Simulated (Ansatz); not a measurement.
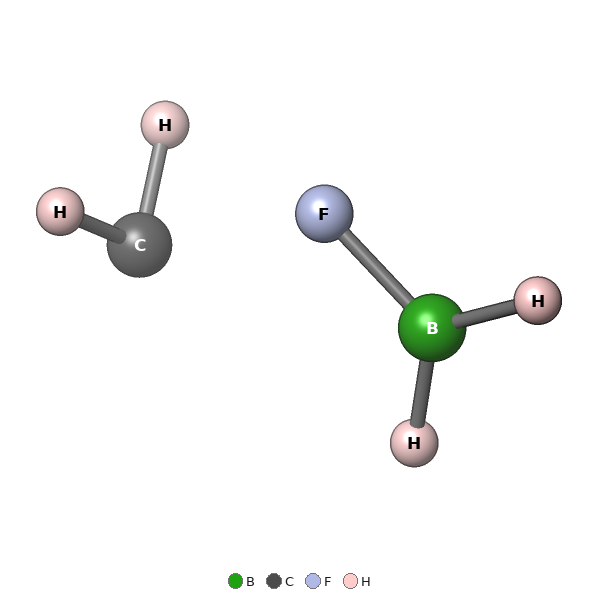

Atoms fade into the background with distance from the viewer. Computed geometry: PBE-D4/def2-SVP optimisation. No frequency run is at hand to confirm it as a minimum.

### Which symmetry elements does this geometry have?

It has 1 mirror plane, so the point group is Cs. The group has 2 operations. The geometry is achiral, and symmetry allows a dipole moment.
